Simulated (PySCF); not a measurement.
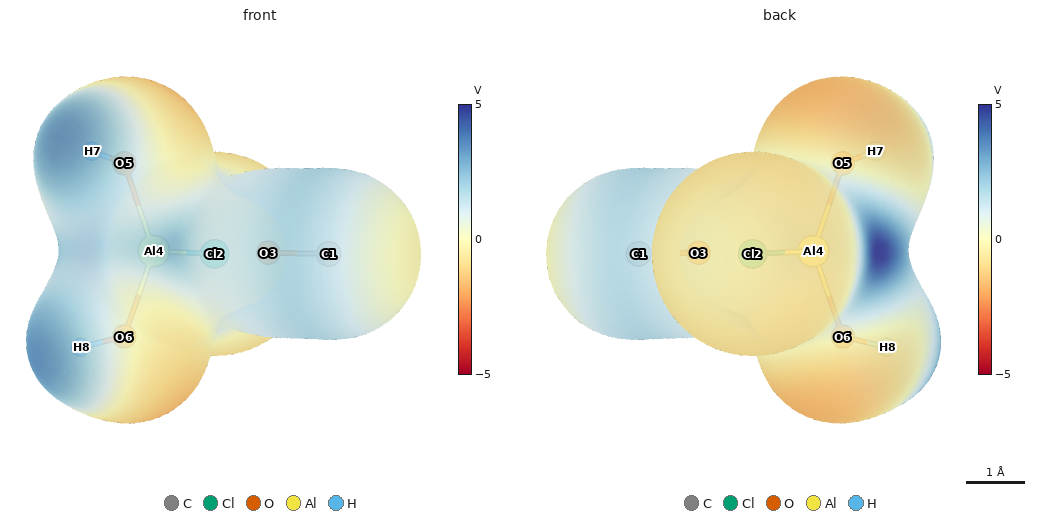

*CO···AlClH2O2. The electrostatic potential painted on the density surface at 0.004 e/bohr³, seen from the front and from behind; red is negative and blue positive.*

Geometry: PBE0-D3(BJ)/def2-SVP.

The calculation used PySCF 2.14.0, PBE0/pcSseg-2, SCF density, gas phase, non-relativistic.

```xyz
8

C     1.3012   -2.5619   -0.4805
Cl    1.1159    1.1456   -1.9168
O     0.8031   -1.5615   -0.2999
Al   -0.0271    0.6244   -0.2412
O     0.6329    1.0352    1.2644
O    -1.6211    0.1246   -0.5255
H     0.2242    0.9580    2.1256
H    -2.3831    0.2071    0.0460
```

**Describe the electrostatic potential map.**

The most negative region (about −1.7 V) lies over O5 and O6, the most positive (about +4.3 V) over Al4.

**What dipole moment does the calculation give?**

Its dipole moment is 3.84 D.
